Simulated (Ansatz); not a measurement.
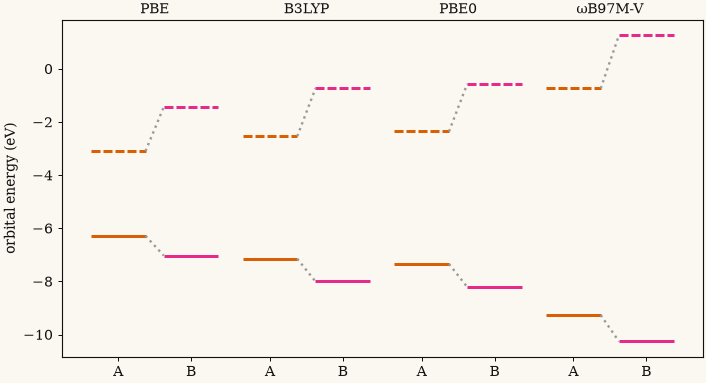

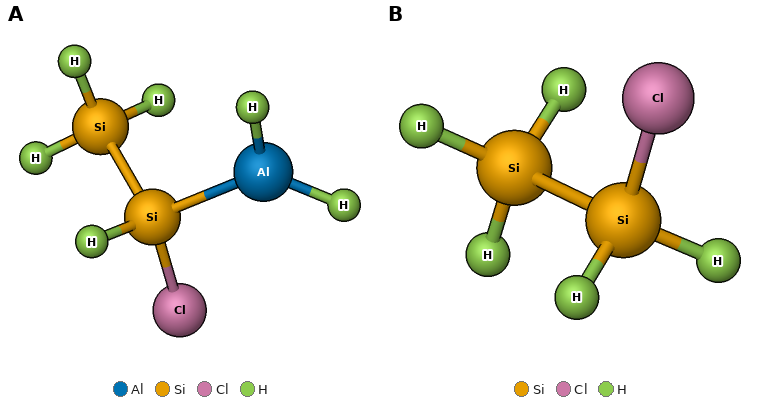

One change: A, AlSi₂H₆Cl (SMILES [AlH2][Si@@H]([SiH3])Cl), becomes B, Si₂H₅Cl (SMILES [SiH3][SiH2]Cl). AlH₂ on Si is replaced by H. HOMO (solid) and LUMO (dashed) computed in def2-TZVPP at PBE0-D4/def2-TZVP geometries, both minima by their frequencies, gas phase, the Ansatz code 0.2.0. Empty levels above zero depend strongly on the basis.

**What does the change do to HOMO and LUMO?**

PBE: the HOMO falls by 0.74 eV, the LUMO rises by 1.66 eV, and the separation goes from 3.19 to 5.59 eV. B3LYP: the HOMO falls by 0.85 eV, the LUMO rises by 1.80 eV, and the separation goes from 4.61 to 7.27 eV. PBE0: the HOMO falls by 0.87 eV, the LUMO rises by 1.79 eV, and the separation goes from 4.99 to 7.64 eV. ωB97M-V: the HOMO falls by 0.99 eV, the LUMO rises by 2.00 eV, and the separation goes from 8.53 to 11.52 eV.

**Do the functionals agree on the effect?**

They agree on the direction for both levels; the HOMO shift lies between −0.99 and −0.74 eV and the LUMO shift between 1.66 and 2.00 eV, while the separations themselves differ by up to 5.9 eV between functionals.
